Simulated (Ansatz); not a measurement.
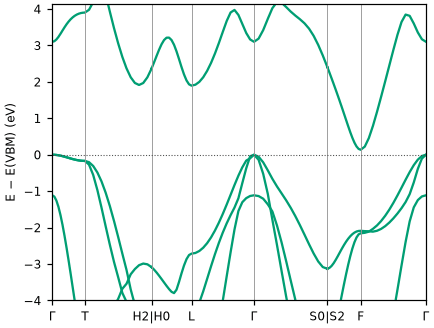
Figure: Band structure from DFT-PBEsol in the program Ansatz with PAW potentials

Read off the gap and where the band edges lie.

About 0.1 eV (0.14 eV by a search for the band edges); maximum at Γ, minimum at F.

Pick the material that matches.
A. ZnSnN2, R-3m (Zn on 3a, Sn on 3b, N on 6c)
B. B4C, R-3m (B on 18h, B on 18h, C on 6c, C on 3b)
C. SiBCN, R3m (B on 3a, N on 3a, Si on 3a, C on 3a)
D. MgInGaO4, R3m (Pearson symbol hR7)

C, SiBCN, R3m (B on 3a, N on 3a, Si on 3a, C on 3a)

The start of the workflow was typed in or built on a structure type; neither database checked (COD, Materials Project) lists it. Its standing as an ambient phase is unchecked. Symmetry was held in the PBEsol relaxation; its stability against distortions is not shown here. The volume moved by -19 % from the start of the relaxation.

Potentials: the earlier of the program's two PAW sets. The files were generated under PBE; for other functionals the program regenerates the frozen cores, and for LDA and PBEsol the local potential too.
